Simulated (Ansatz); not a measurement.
The calculation's input:

```
crystal:
  periodic: [false, false, false]
  atoms:
    - {symbol: C, position_ang: [-1.304532, -0.844444, 0.242572]}
    - {symbol: C, position_ang: [0.015700, -0.108233, 0.451868]}
    - {symbol: C, position_ang: [1.201881, -0.991766, 0.076723]}
    - {symbol: Zn, position_ang: [0.053890, 1.608634, -0.465074]}
    - {symbol: O, position_ang: [0.054027, 3.126065, -1.401213]}
    - {symbol: H, position_ang: [-2.167667, -0.257943, 0.567667]}
    - {symbol: H, position_ang: [-1.463216, -1.104921, -0.808165]}
    - {symbol: H, position_ang: [-1.316515, -1.785488, 0.807946]}
    - {symbol: H, position_ang: [0.100542, 0.138676, 1.517520]}
    - {symbol: H, position_ang: [2.162702, -0.512605, 0.281611]}
    - {symbol: H, position_ang: [1.190135, -1.260196, -0.983870]}
    - {symbol: H, position_ang: [1.178024, -1.932385, 0.642425]}
    - {symbol: H, position_ang: [0.295048, 3.924636, -0.930010]}
basis:
  gaussian: {orbitals: def2-TZVPP}
hamiltonian: {xc: pbe0, dispersion: d4}
output: {orbitals: {seedname: orbitals}}
```

Launched as:

```sh
ansatz run in.yaml --threads 4 --pin off --events-out ev --progress --plain --max-ram 11315MiB
```

Geometry: PBE0-D4/def2-TZVP.

These are results of RKS PBE0-D4/def2-TZVPP (Ansatz), not measurements.

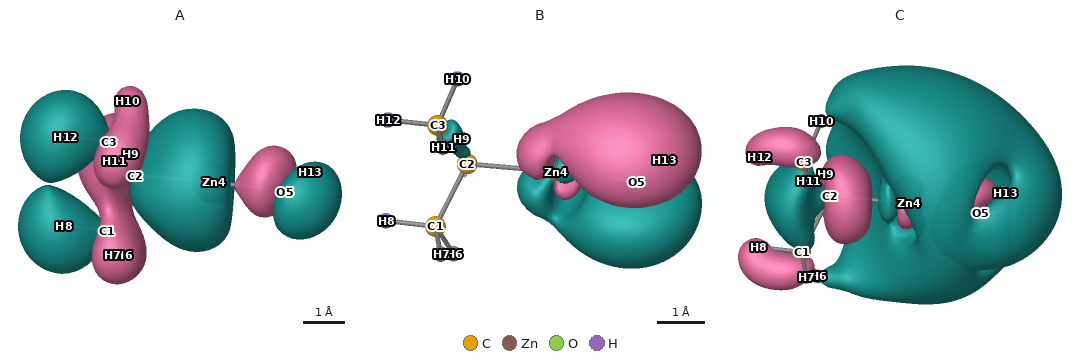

C₃H₈OZn. Three frontier orbitals at ±0.05 Å⁻³ᐟ² (teal and pink are the two phases), in no order.

Which picture is the HOMO−1, the HOMO and the LUMO?

B is the HOMO−1 (−7.93 eV). By Hirshfeld shares it lies mainly on O5 (about 80 %) and Zn4 (about 10 %); largely a lone pair of O5. A is the HOMO (−7.25 eV). Its weight (Hirshfeld) is mainly on C2 (about 35 %), Zn4 (about 20 %), O5 (about 10 %), C1 (about 10 %) and C3 (about 10 %). C is the LUMO (−0.29 eV). By Hirshfeld shares it lies mainly on Zn4 (about 55 %), O5 (about 10 %), C2 (about 10 %) and H13 (about 10 %).

What is the HOMO–LUMO gap?

6.96 eV between the orbital energies.
